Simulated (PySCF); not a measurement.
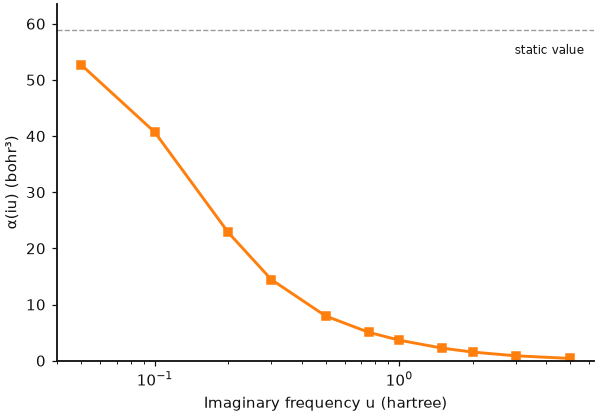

Dipole polarisability at imaginary frequency of neutral iron ([Ar] 3d⁷ 4s). Coupled response at the PBE0 level; PySCF, aug-cc-pVDZ-DK, spin-free X2C-1e, unrestricted single determinants, no spin-orbit coupling.

> Describe the response.

The static dipole polarisability is 58.8 bohr³; α(iu) falls to half of it near u = 0.15 hartree. The Casimir–Polder integral gives C₆ = 427 hartree bohr⁶ for two such species.
